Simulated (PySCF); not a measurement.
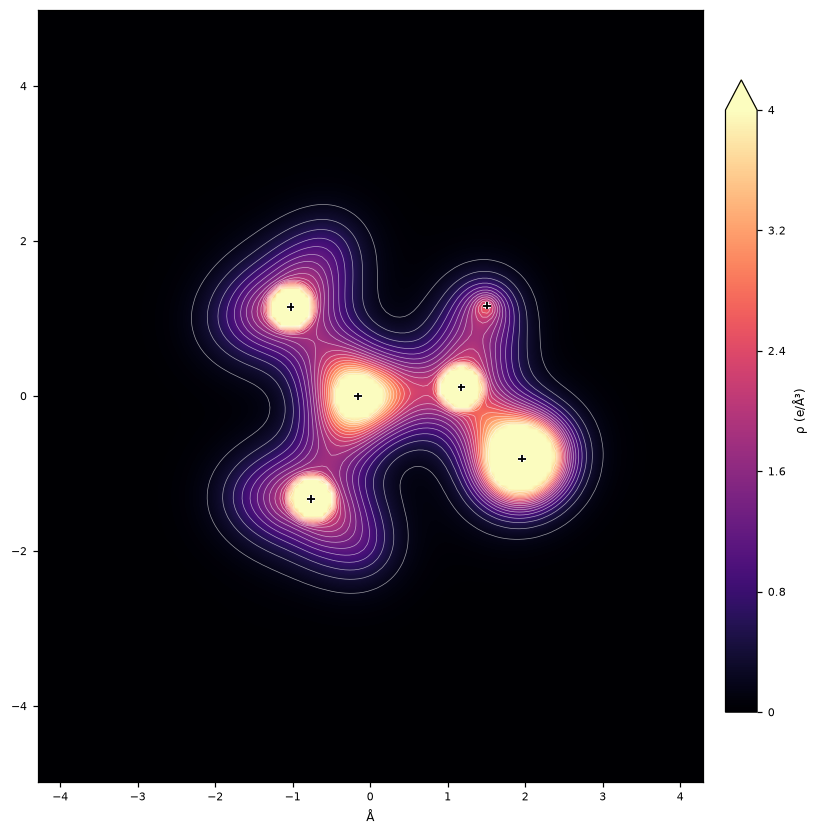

The total electron density on a plane through atoms (crosses mark nuclei in the plane).

Computed with PBE0/def2-SVPD, SCF density, gas phase in PySCF 2.14.0.

Candidates:
A. AsBH₆O
B. C₅H₁₁NO (SMILES CCN(C=O)CC)
C. C₂H₈Si (SMILES CC[SiH3])

Which system is this?

Candidate B: C₅H₁₁NO on the plane of atoms C2, N3 and C6, which holds C, N, O and H. C–O (1.21 Å): ρ at the midpoint is about 3.3 e/Å³. C–N (1.34 Å): ρ at the midpoint is about 2.4 e/Å³.
